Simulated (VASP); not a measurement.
Band structure of CdTe (zinc blende). Calculation: revPBE GGA, VASP's PBE PAW potentials (set 64) (plane waves; VASP).

Unless said otherwise, spin-orbit coupling is left out, though it shifts the bands of the heavy elements here.

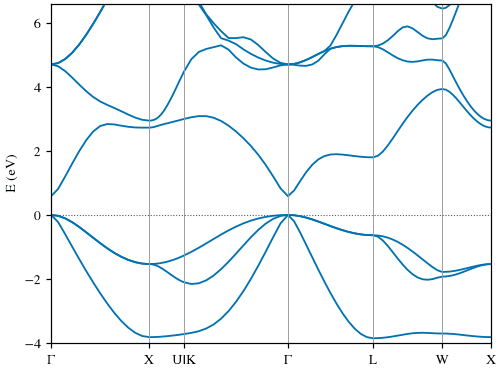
Figure: Bands along high-symmetry lines, zero at the valence-band maximum or, without a gap, the Fermi level

Question: Read the plot: is there a gap, and where are the band edges?

Answer: The gap is direct, 0.59 eV, from the valence maximum at Γ to the conduction minimum at Γ. (Edges off the drawn lines would not show.)

Measured: gap 1.63 eV (computed value off by -1.04 eV), as given by Anna Miglio et al., npj Computational Materials (2020), arXiv:2011.12765 [zero-point renormalisation of 16 meV (experimental, the table's column) added back].

The compound is CdTe in the zinc blende structure. It was relaxed first, which changed the volume by +10 %.
